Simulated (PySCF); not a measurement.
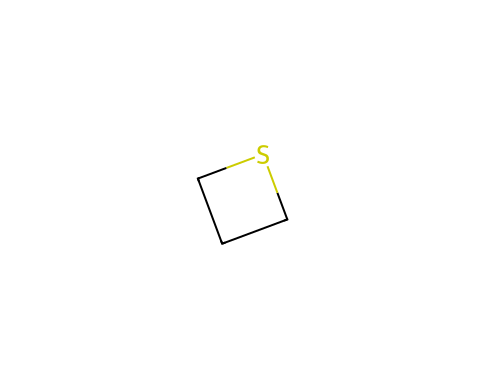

Question: Give its SMILES.

Answer: C1CSC1

Question: Give the formula, hydrogens included.

Answer: C3H6S.

Question: An optimisation with GFN2-xTB gave a structure of which point group?

Answer: Cs.

The parts below concern this one geometry. Atoms keep their numbers from picture to picture. Computed geometry: GFN2-xTB optimisation. No frequency run is at hand to confirm it as a minimum.

**Shape**

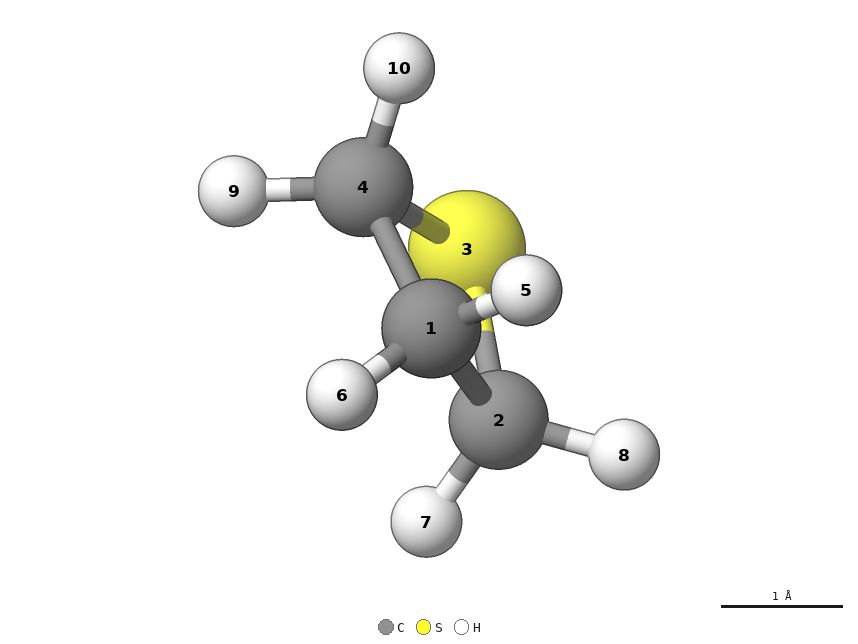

No frequency run is at hand to confirm it as a minimum.

Which atoms are bonded, and how long are the bonds?

```
  bond  length (Å)   order
 C1–C2       1.530  single
 C1–C4       1.530  single
 C1–H5       1.089  single
 C1–H6       1.090  single
 C2–S3       1.834  single
 C2–H7       1.088  single
 C2–H8       1.087  single
 S3–C4       1.833  single
 C4–H9       1.088  single
C4–H10       1.087  single
```

**NMR shielding**

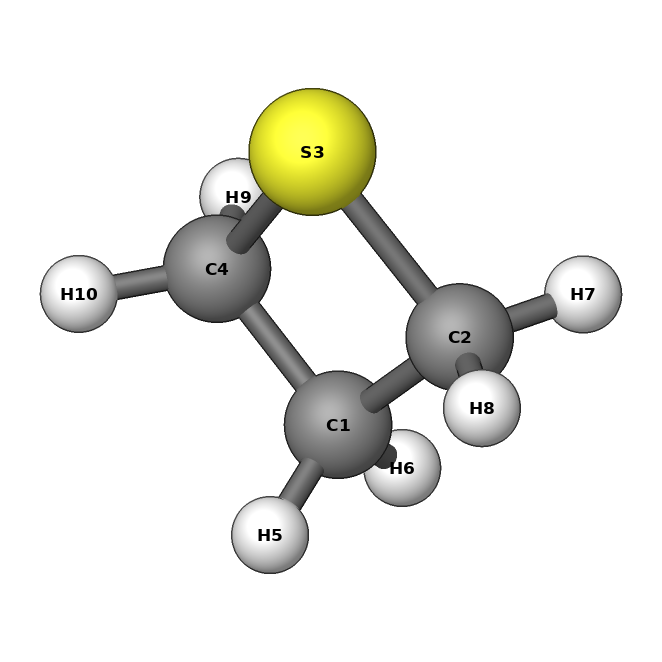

No frequency run is at hand to confirm it as a minimum. Properties computed with GIAO PBE0/pcSseg-1 NMR shielding, non-relativistic, gas phase (PySCF 2.14.0). Principal shieldings σ11 ≤ σ22 ≤ σ33, span Ω = σ33 − σ11, skew κ = 3(σiso − σ22)/Ω.

Give the shielding tensors of the S atoms.

| atom | σ11 | σ22 | σ33 | σiso | Ω | κ |
| --- | --- | --- | --- | --- | --- | --- |
| S3 | 253.6 | 383.6 | 912.2 | 516.5 | 658.5 | 0.61 |

Shieldings and span in ppm.

**Charges**

The questions are on ESP-fitted charges. No frequency run is at hand to confirm it as a minimum. Level of theory: PBE0/pcSseg-1, gas phase (PySCF 2.14.0).

Give the ESP-fitted charges atom by atom.

```tsv
atom	value (e)
C1	−0.53
C2	0.19
S3	−0.31
C4	0.21
H5	0.16
H6	0.16
H7	0.03
H8	0.03
H9	0.02
H10	0.03
```

**Dipole moment**

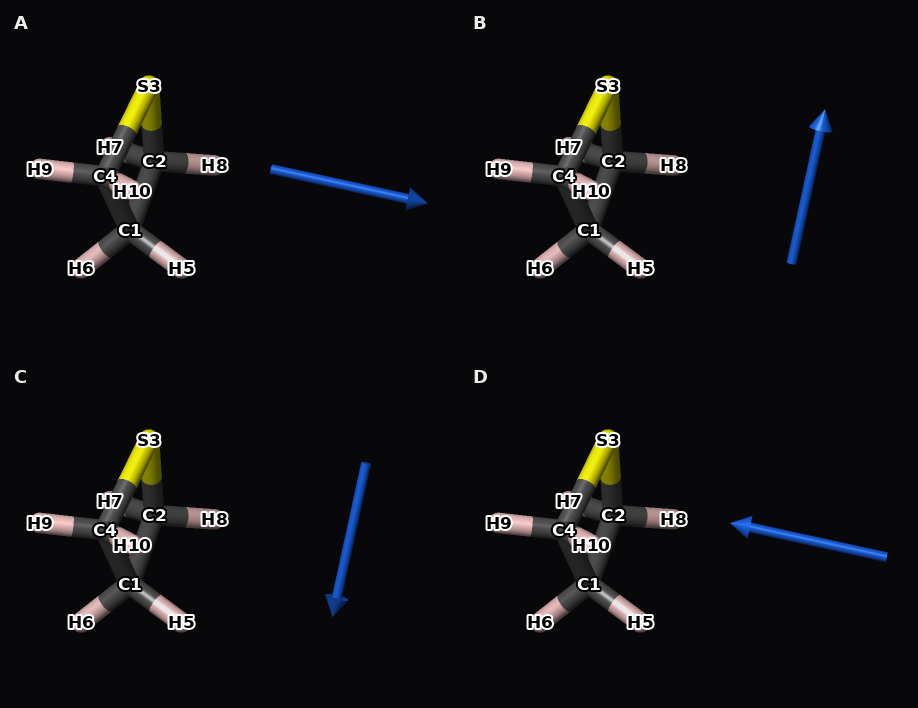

The same molecule four times, each with an arrow. No frequency run is at hand to confirm it as a minimum. Method: PBE0/pcSseg-1, gas phase (PySCF 2.14.0).

Question: Which arrow points along the dipole moment, from the negative to the positive end?

Answer: C. The dipole moment is 2.05 D; it points from the side of S3 to the side of H6 (the outermost atoms at the two ends).
